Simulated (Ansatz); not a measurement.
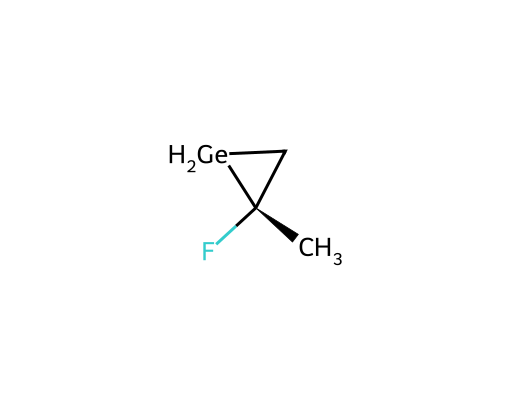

The picture comes from a calculation with Ansatz.

Skeletal drawing of a molecule.

Q: Give its SMILES.

A: C[C@]1(F)[CH2][GeH2]1

Q: Give the formula, hydrogens included.

A: C3H7FGe.

Q: An optimisation with PBE0-D4/def2-TZVP gave a structure of which point group?

A: C1.
